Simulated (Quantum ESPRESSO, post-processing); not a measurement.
# 1T-SnSe2, layer by layer, part 4 of 7

What does each added layer of 1T-SnSe2 bring in screening, and what does it do to the gap?

Quantum ESPRESSO 7.5; plane-wave DFT, PBE, GBRV ultrasoft pseudopotentials.

So far. Step 3 (Ground state, 1 layer: no field): The run needed 12 iterations to bring the estimated error under 1e-09 Ry; the largest force on any atom, held or free, is 0.09 eV/Å. Step 7 (Electrostatic potential, 1 layer): The slope in the vacuum is 0.100 eV/Å for an applied 0.10 V/Å, as it should be.

### 8. Band structure, 1 layer: no field

The density is frozen and the levels are solved along a path.

The input, n1.f0.bands.in:

```
&control
  prefix = 'n1.f0.bands'
  outdir = './out'
  pseudo_dir = './pseudo'
  calculation = 'bands'
  tefield = .true.
  dipfield = .true.
/
&system
  ibrav = 0
  nat = 3
  ntyp = 2
  ecutwfc = 40
  ecutrho = 200
  occupations = 'smearing'
  smearing = 'fd'
  degauss = 0.004
  edir = 3
  emaxpos = 0.97
  eopreg = 0.04
  eamp = 0.0
  nbnd = 17
/
&electrons
  conv_thr = 1e-07
  mixing_beta = 0.4
  electron_maxstep = 120
  mixing_mode = 'local-TF'
/
ATOMIC_SPECIES
  Se  78.9710  se_pbe_v1.uspp.F.UPF
  Sn  118.7100  sn_pbe_v1.4.uspp.F.UPF
CELL_PARAMETERS angstrom
  3.80745224700000 0.00000000000000 0.00000000000000
  -1.90372612400000 3.29735037000000 0.00000000000000
  0.00000000000000 0.00000000000000 19.11048904300000
ATOMIC_POSITIONS crystal
  Se  0.666666666700 0.333333333300 0.415997193400
  Sn  0.000000000000 0.000000000000 0.500000000000
  Se  0.333333333300 0.666666666700 0.584002806600
K_POINTS crystal_b
4
  0.0000000000 0.0000000000 0.0000000000 12
  0.5000000000 0.0000000000 0.0000000000 12
  0.3333333333 0.3333333333 0.0000000000 12
  0.0000000000 0.0000000000 0.0000000000 1
```

On the command line:

```sh
$ cp -r out/n1.f0.save out/n1.f0.bands.save
$ cp out/n1.f0.xml out/n1.f0.bands.xml
$ OMP_NUM_THREADS=1 mpirun -n 4 pw.x -nk 4 -in n1.f0.bands.in > n1.f0.bands.out
```

The program printed:

```text
[banner, memory and clock lines left out]
Program PWSCF v.7.5 starts

          URL

     Presently no symmetry can be used with electric field

     Atomic positions and unit cell read from directory:
     ./out/n1.f0.bands.save/

     G-vector sticks info

     bravais-lattice index     =            0
     lattice parameter (alat)  =       7.1950  a.u.
     unit-cell volume          =    1619.0787 (a.u.)^3
     number of atoms/cell      =            3
     number of atomic types    =            2
     number of electrons       =        26.00
     number of Kohn-Sham states=           17
     kinetic-energy cutoff     =      40.0000  Ry
     charge density cutoff     =     200.0000  Ry
     Exchange-correlation=  SLA  PW   PBX  PBC
                           (   1   4   3   4   0   0   0)

     celldm(1)=   7.195042  celldm(2)=   0.000000  celldm(3)=   0.000000
     celldm(4)=   0.000000  celldm(5)=   0.000000  celldm(6)=   0.000000

     crystal axes: (cart. coord. in units of alat)
               a(1) = (   1.000000   0.000000   0.000000 )
               a(2) = (  -0.500000   0.866025   0.000000 )
               a(3) = (   0.000000   0.000000   5.019233 )

     reciprocal axes: (cart. coord. in units 2 pi/alat)
               b(1) = (  1.000000  0.577350 -0.000000 )
               b(2) = (  0.000000  1.154701  0.000000 )
               b(3) = (  0.000000 -0.000000  0.199234 )

     PseudoPot. # 1 for Se read from file:
     ./pseudo/se_pbe_v1.uspp.F.UPF
     Pseudo is Ultrasoft + core correction, Zval =  6.0
     Generated by new atomic code, or converted to UPF format
     Using radial grid of  877 points,  6 beta functions with:
                l(1) =   0
                l(2) =   0
                l(3) =   1
                l(4) =   1
                l(5) =   2
                l(6) =   2
     Q(r) pseudized with  8 coefficients,  rinner =    1.300   1.300   1.300
                                                       1.300   1.300

     PseudoPot. # 2 for Sn read from file:
     ./pseudo/sn_pbe_v1.4.uspp.F.UPF
     Pseudo is Ultrasoft + core correction, Zval = 14.0
     Generated by new atomic code, or converted to UPF format
     Using radial grid of  891 points,  6 beta functions with:
                l(1) =   0
                l(2) =   0
                l(3) =   1
                l(4) =   1
                l(5) =   2
                l(6) =   2
     Q(r) pseudized with  8 coefficients,  rinner =    1.350   1.350   1.350
                                                       1.350   1.350

     atomic species   valence    mass     pseudopotential
     Se                6.00    78.97100     Se( 1.00)
     Sn               14.00   118.71000     Sn( 1.00)

     No symmetry found

   Cartesian axes

     site n.     atom                  positions (alat units)
         1        Se     tau(   1) = (   0.5000000   0.2886751   2.0879867  )
         2        Sn     tau(   2) = (   0.0000000   0.0000000   2.5096164  )
         3        Se     tau(   3) = (  -0.0000000   0.5773503   2.9312460  )

     number of k points=    37  Fermi-Dirac smearing, width (Ry)=  0.0040
                       cart. coord. in units 2pi/alat
        k(    1) = (   0.0000000   0.0000000   0.0000000), wk =   0.0540541
        k(    2) = (   0.0416667   0.0240563   0.0000000), wk =   0.0540541
        k(    3) = (   0.0833333   0.0481125   0.0000000), wk =   0.0540541
        k(    4) = (   0.1250000   0.0721688   0.0000000), wk =   0.0540541
        k(    5) = (   0.1666667   0.0962250   0.0000000), wk =   0.0540541
        k(    6) = (   0.2083333   0.1202813   0.0000000), wk =   0.0540541
        k(    7) = (   0.2500000   0.1443376   0.0000000), wk =   0.0540541
        k(    8) = (   0.2916667   0.1683938   0.0000000), wk =   0.0540541
        k(    9) = (   0.3333333   0.1924501   0.0000000), wk =   0.0540541
        k(   10) = (   0.3750000   0.2165064   0.0000000), wk =   0.0540541
        k(   11) = (   0.4166667   0.2405626   0.0000000), wk =   0.0540541
        k(   12) = (   0.4583333   0.2646189   0.0000000), wk =   0.0540541
        k(   13) = (   0.5000000   0.2886751   0.0000000), wk =   0.0540541
        k(   14) = (   0.4861111   0.3127314   0.0000000), wk =   0.0540541
        k(   15) = (   0.4722222   0.3367877   0.0000000), wk =   0.0540541
        k(   16) = (   0.4583333   0.3608439   0.0000000), wk =   0.0540541
        k(   17) = (   0.4444444   0.3849002   0.0000000), wk =   0.0540541
        k(   18) = (   0.4305556   0.4089564   0.0000000), wk =   0.0540541
        k(   19) = (   0.4166667   0.4330127   0.0000000), wk =   0.0540541
        k(   20) = (   0.4027778   0.4570690   0.0000000), wk =   0.0540541
        k(   21) = (   0.3888889   0.4811252   0.0000000), wk =   0.0540541
        k(   22) = (   0.3750000   0.5051815   0.0000000), wk =   0.0540541
        k(   23) = (   0.3611111   0.5292377   0.0000000), wk =   0.0540541
        k(   24) = (   0.3472222   0.5532940   0.0000000), wk =   0.0540541
        k(   25) = (   0.3333333   0.5773503   0.0000000), wk =   0.0540541
        k(   26) = (   0.3055556   0.5292377   0.0000000), wk =   0.0540541
        k(   27) = (   0.2777778   0.4811252   0.0000000), wk =   0.0540541
        k(   28) = (   0.2500000   0.4330127   0.0000000), wk =   0.0540541
        k(   29) = (   0.2222222   0.3849002   0.0000000), wk =   0.0540541
        k(   30) = (   0.1944444   0.3367877   0.0000000), wk =   0.0540541
        k(   31) = (   0.1666667   0.2886751   0.0000000), wk =   0.0540541
        k(   32) = (   0.1388889   0.2405626   0.0000000), wk =   0.0540541
        k(   33) = (   0.1111111   0.1924501   0.0000000), wk =   0.0540541
        k(   34) = (   0.0833333   0.1443376   0.0000000), wk =   0.0540541
        k(   35) = (   0.0555556   0.0962250   0.0000000), wk =   0.0540541
        k(   36) = (   0.0277778   0.0481125   0.0000000), wk =   0.0540541
        k(   37) = (   0.0000000   0.0000000   0.0000000), wk =   0.0540541

     Dense  grid:    77263 G-vectors     FFT dimensions: (  36,  36, 180)

     Smooth grid:    55423 G-vectors     FFT dimensions: (  30,  30, 150)

     The potential is recalculated from file :
     ./out/n1.f0.bands.save/charge-density

     negative rho (up, down):  3.643E-04 0.000E+00

     Adding external electric field

     Computed dipole along edir(3) :
        Dipole               -0.0000 Ry au,         -0.0000 Debye
        Dipole field         -0.0000 Ry au,

        Potential amp.        0.0000 Ry
        Total length         34.6690 bohr

     Starting wfcs are   17 randomized atomic wfcs

     Band Structure Calculation
     Davidson diagonalization with overlap

[...]
-3.1368  -2.5386  -2.4115  -2.0544  -1.9294  -0.1500   1.3969   2.6788
     2.7930

          k = 0.0833 0.0481 0.0000 (  6933 PWs)   bands (ev):

   -23.0939 -23.0886 -23.0504 -23.0437 -23.0417 -15.4031 -14.1055  -7.6299
    -3.1178  -2.9821  -2.5764  -2.3335  -1.8935   0.1127   1.7054   2.5678
     2.9127

          k = 0.1250 0.0722 0.0000 (  6935 PWs)   bands (ev):

   -23.0970 -23.0852 -23.0485 -23.0456 -23.0416 -15.3200 -14.0476  -7.6507
    -3.5298  -3.0802  -2.7839  -2.6944  -1.8828   0.3307   1.9109   2.6868
     3.0877

          k = 0.1667 0.0962 0.0000 (  6931 PWs)   bands (ev):

   -23.1014 -23.0810 -23.0499 -23.0439 -23.0413 -15.2058 -13.9714  -7.6957
    -4.0743  -3.1960  -3.0075  -2.9202  -1.9021   0.3681   1.9768   3.0648
     3.2871

          k = 0.2083 0.1203 0.0000 (  6915 PWs)   bands (ev):

   -23.1069 -23.0766 -23.0531 -23.0406 -23.0400 -15.0632 -13.8821  -7.7797
    -4.5848  -3.5329  -3.2308  -2.8899  -1.9450   0.2101   2.0804   3.4105
     3.4775

          k = 0.2500 0.1443 0.0000 (  6895 PWs)   bands (ev):

   -23.1131 -23.0725 -23.0564 -23.0391 -23.0356 -14.8960 -13.7866  -7.9151
    -5.0367  -3.8443  -3.4420  -2.8255  -2.0022  -0.0532   2.1905   3.5555
     3.6322

          k = 0.2917 0.1684 0.0000 (  6900 PWs)   bands (ev):

   -23.1195 -23.0692 -23.0594 -23.0367 -23.0311 -14.7095 -13.6935  -8.1034
    -5.4215  -4.0802  -3.6325  -2.7628  -2.0650  -0.3434   2.2558   3.5247
     3.7388

          k = 0.3333 0.1925 0.0000 (  6922 PWs)   bands (ev):

   -23.1257 -23.0671 -23.0621 -23.0336 -23.0269 -14.5119 -13.6134  -8.3276
    -5.7415  -4.2278  -3.7958  -2.7144  -2.1258  -0.6163   2.2695   3.4328
     3.7999

          k = 0.3750 0.2165 0.0000 (  6928 PWs)   bands (ev):

   -23.1312 -23.0658 -23.0643 -23.0303 -23.0232 -14.3142 -13.5568  -8.5556
    -5.9999  -4.2958  -3.9271  -2.6885  -2.1788  -0.8450   2.2493   3.3534
     3.8276

          k = 0.4167 0.2406 0.0000 (  6926 PWs)   bands (ev):

   -23.1354 -23.0660 -23.0652 -23.0275 -23.0204 -14.1328 -13.5319  -8.7508
    -6.1936  -4.3089  -4.0232  -2.6858  -2.2195  -1.0128   2.2166   3.3229
     3.8359

          k = 0.4583 0.2646 0.0000 (  6926 PWs)   bands (ev):

   -23.1380 -23.0670 -23.0649 -23.0256 -23.0187 -13.9933 -13.5360  -8.8819
    -6.3148  -4.2986  -4.0817  -2.6960  -2.2451  -1.1128   2.1891   3.3464
     3.7510

          k = 0.5000 0.2887 0.0000 (  6936 PWs)   bands (ev):

   -23.1390 -23.0674 -23.0648 -23.0249 -23.0181 -13.9370 -13.5451  -8.9281
    -6.3562  -4.2915  -4.1013  -2.7023  -2.2538  -1.1457   2.1785   3.3774
     3.6639

          k = 0.4861 0.3127 0.0000 (  6930 PWs)   bands (ev):

   -23.1386 -23.0672 -23.0652 -23.0251 -23.0181 -13.9333 -13.5437  -8.9283
    -6.3496  -4.2952  -4.1416  -2.6994  -2.2820  -1.1078   2.2223   3.3842
     3.6842

          k = 0.4722 0.3368 0.0000 (  6918 PWs)   bands (ev):

   -23.1375 -23.0665 -23.0662 -23.0257 -23.0182 -13.9225 -13.5394  -8.9293
    -6.3297  -4.3071  -4.2532  -2.6920  -2.3607  -1.0032   2.3469   3.4055
     3.7328

          k = 0.4583 0.3608 0.0000 (  6930 PWs)   bands (ev):

   -23.1357 -23.0680 -23.0655 -23.0267 -23.0184 -13.9046 -13.5328  -8.9314
    -6.2966  -4.4146  -4.3303  -2.6830  -2.4746  -0.8539   2.5343   3.4444
     3.6320

          k = 0.4444 0.3849 0.0000 (  6922 PWs)   bands (ev):

   -23.1332 -23.0704 -23.0641 -23.0280 -23.0186 -13.8803 -13.5244  -8.9351
    -6.2506  -4.6028  -4.3694  -2.6746  -2.6035  -0.6859   2.7559   3.5094
     3.5125

          k = 0.4306 0.4090 0.0000 (  6928 PWs)   bands (ev):

   -23.1302 -23.0733 -23.0624 -23.0296 -23.0189 -13.8501 -13.5153  -8.9412
    -6.1920  -4.7987  -4.4300  -2.7273  -2.6687  -0.5224   2.9721   3.3950
     3.6182

          k = 0.4167 0.4330 0.0000 (  6924 PWs)   bands (ev):

   -23.1267 -23.0768 -23.0603 -23.0314 -23.0192 -13.8147 -13.5067  -8.9501
    -6.1212  -4.9878  -4.5165  -2.8295  -2.6665  -0.3812   3.1397   3.2936
     3.7910

          k = 0.4028 0.4571 0.0000 (  6934 PWs)   bands (ev):

   -23.1229 -23.0806 -23.0579 -23.0334 -23.0195 -13.7753 -13.5000  -8.9621
    -6.0388  -5.1597  -4.6296  -2.8998  -2.6697  -0.2727   3.2182   3.2452
     4.0162

          k = 0.3889 0.4811 0.0000 (  6938 PWs)   bands (ev):

   -23.1188 -23.0848 -23.0553 -23.0356 -23.0199 -13.7329 -13.4970  -8.9768
    -5.9461  -5.3071  -4.7641  -2.9356  -2.6803  -0.1999   3.1736   3.3054
     4.2494

          k = 0.3750 0.5052 0.0000 (  6935 PWs)   bands (ev):

   -23.1145 -23.0891 -23.0526 -23.0379 -23.0203 -13.6888 -13.4997  -8.9931
    -5.8448  -5.4253  -4.9104  -2.9400  -2.7000  -0.1591   3.1603   3.3343
     4.4480

          k = 0.3611 0.5292 0.0000 (  6937 PWs)   bands (ev):

   -23.1103 -23.0935 -23.0498 -23.0402 -23.0206 -13.6445 -13.5101  -9.0088
    -5.7393  -5.5119  -5.0550  -2.9189  -2.7304  -0.1419   3.1748   3.3367
     4.5857

          k = 0.3472 0.5533 0.0000 (  6949 PWs)   bands (ev):

   -23.1061 -23.0978 -23.0472 -23.0425 -23.0208 -13.6016 -13.5302  -9.0209
    -5.6419  -5.5665  -5.1771  -2.8788  -2.7724  -0.1381   3.2118   3.3132
     4.6580

          k = 0.3333 0.5774 0.0000 (  6939 PWs)   bands (ev):

   -23.1020 -23.1020 -23.0448 -23.0448 -23.0209 -13.5618 -13.5618  -9.0257
    -5.5903  -5.5903  -5.2322  -2.8255  -2.8255  -0.1386   3.2651   3.2651
     4.6779

          k = 0.3056 0.5292 0.0000 (  6933 PWs)   bands (ev):

   -23.1093 -23.0944 -23.0490 -23.0413 -23.0205 -13.6639 -13.4978  -8.9995
    -5.6912  -5.5566  -5.0543  -2.9564  -2.6989  -0.1266   3.1142   3.3957
     4.6257

          k = 0.2778 0.4811 0.0000 (  6941 PWs)   bands (ev):

   -23.1147 -23.0878 -23.0524 -23.0399 -23.0197 -13.8192 -13.4643  -8.9084
    -5.7939  -5.4414  -4.7423  -3.0920  -2.5735  -0.0803   2.9439   3.5171
     4.5006

          k = 0.2500 0.4330 0.0000 (  6919 PWs)   bands (ev):

   -23.1177 -23.0824 -23.0549 -23.0402 -23.0194 -14.0192 -13.4691  -8.7478
    -5.7880  -5.2812  -4.3977  -3.1851  -2.4761  -0.0031   2.8164   3.5784
     4.3209

          k = 0.2222 0.3849 0.0000 (  6905 PWs)   bands (ev):

   -23.1183 -23.0786 -23.0563 -23.0413 -23.0207 -14.2479 -13.5135  -8.5317
    -5.6551  -5.1088  -4.0453  -3.1883  -2.4238   0.0910   2.7641   3.5344
     4.1066

          k = 0.1944 0.3368 0.0000 (  6891 PWs)   bands (ev):

   -23.1165 -23.0763 -23.0564 -23.0425 -23.0239 -14.4872 -13.5919  -8.2886
    -5.3963  -4.9343  -3.7061  -3.0766  -2.4182   0.1908   2.7764   3.3724
     3.8868

          k = 0.1667 0.2887 0.0000 (  6903 PWs)   bands (ev):

   -23.1128 -23.0759 -23.0554 -23.0434 -23.0286 -14.7205 -13.6939  -8.0555
    -5.0225  -4.7309  -3.4065  -2.8661  -2.4410   0.2916   2.7895   3.1238
     3.7067

          k = 0.1389 0.2406 0.0000 (  6905 PWs)   bands (ev):

   -23.1080 -23.0774 -23.0533 -23.0439 -23.0341 -14.9349 -13.8064  -7.8663
    -4.5512  -4.4528  -3.1843  -2.6051  -2.4525   0.3885   2.7111   2.8397
     3.6050

          k = 0.1111 0.1925 0.0000 (  6915 PWs)   bands (ev):

   -23.1029 -23.0803 -23.0505 -23.0447 -23.0390 -15.1205 -13.9169  -7.7385
    -4.0718  -4.0062  -3.0779  -2.4063  -2.3483   0.4543   2.5160   2.5826
     3.5096

          k = 0.0833 0.1443 0.0000 (  6917 PWs)   bands (ev):

   -23.0982 -23.0841 -23.0473 -23.0469 -23.0413 -15.2707 -14.0142  -7.6671
    -3.5963  -3.4226  -3.0705  -2.3062  -2.1383   0.4128   2.2249   2.4438
     3.2803

          k = 0.0556 0.0962 0.0000 (  6917 PWs)   bands (ev):

   -23.0946 -23.0878 -23.0498 -23.0444 -23.0416 -15.3808 -14.0897  -7.6345
    -3.1049  -3.0701  -2.8591  -2.1914  -1.9991   0.1956   1.8370   2.4928
     2.9933

          k = 0.0278 0.0481 0.0000 (  6923 PWs)   bands (ev):

   -23.0923 -23.0905 -23.0517 -23.0424 -23.0416 -15.4479 -14.1375  -7.6228
    -3.1340  -2.5830  -2.4588  -2.0553  -1.9433  -0.1135   1.4395   2.6563
     2.8091

          k = 0.0000 0.0000 0.0000 (  6895 PWs)   bands (ev):

   -23.0915 -23.0915 -23.0523 -23.0416 -23.0416 -15.4705 -14.1538  -7.6202
    -3.1455  -2.3411  -2.3411  -1.9548  -1.9548  -0.2742   1.2587   2.7506
     2.7506

     XML data file, pseudopotentials, collected wavefunctions

                                        0.00s GPU  (     567 calls)
```

Run time: 25 s. Hardware: 4 MPI ranks of Arm Neoverse V2, shared host; peak memory 0.33 GiB; 99 s of CPU time.

Read from the output:

- dipole along the normal: 0 e·Å
- valence top, on the run's zero: -1.883 eV
- conduction bottom, on the run's zero: -1.146 eV
- gap by band count: 0.7372 eV

Band numbers count within the set of bands kept for display. The electronic bands at the labelled points (eV, zero at the highest filled level of the SCF mesh; v1 is the highest filled band, c1 the lowest empty one):

```tsv
point	v4	v3	v2	v1	c1	c2	c3	c4
Γ	-0.44	-0.44	-0.05	-0.05	1.63	3.16	4.65	4.65
M	-2.39	-2.20	-0.80	-0.35	0.76	4.08	5.28	5.57
K	-3.69	-3.33	-0.92	-0.92	1.76	5.17	5.17	6.58
Γ	-0.44	-0.44	-0.05	-0.05	1.63	3.16	4.65	4.65
```

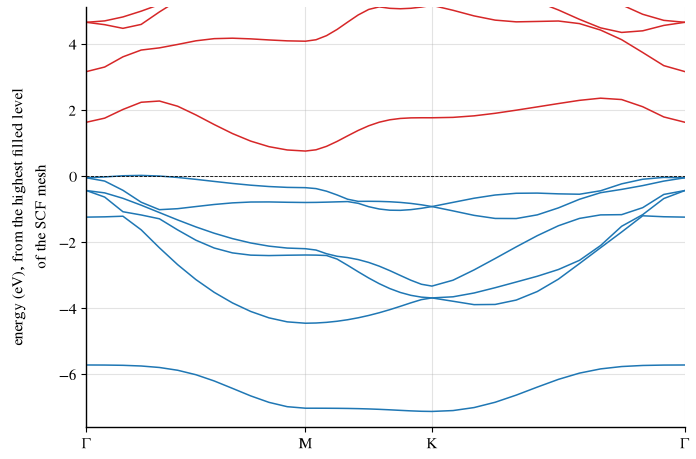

Electronic bands along the path; lines of filled and empty bands in two colours.

Along this path the valence top lies between Γ and M and the conduction bottom at M.

### 9. Polarisability from the dipole between 0 and 0.1 V/A, 1 layer

This step gave:

- change of slope in the vacuum: 0.09999 eV/Å
- polarisability a cell: 5.316 Å³
- sheet polarisability 4πα/A: 5.321 Å

The change of the potential energy, second field less first by z:

```tsv
z (Å)	change of the potential energy, second field less first (eV)
0	-0.344
1	-0.589
2	-0.489
3	-0.389
4	-0.289
5	-0.189
6	-0.0946
7	-0.0259
8	-0.00665
9	-0.00516
10	0.00449
11	0.00601
12	0.0218
13	0.0859
14	0.180
15	0.279
16	0.379
17	0.479
18	0.579
19	-0.156
```

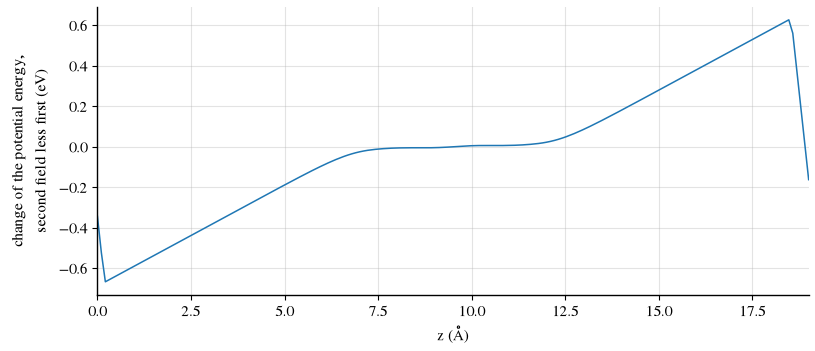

Change of the potential energy, second field less first against z.

[end of part 4 of 7]

[Logs are printed without paths, hosts, clocks, repeated set-up lines and the standing remarks that a program may print on its own settings, such as how far it seeks lower states.]

[Hosts, paths, dates, database ids (printed as entryN), source tags and the programs' standing remarks are cut or masked in the printed files.]

[Maps of the electrostatic potential energy from Ansatz leave out the sawtooth potential of an applied field or a dipole correction, so their vacuum need not be flat; planar profiles and work functions include it.]
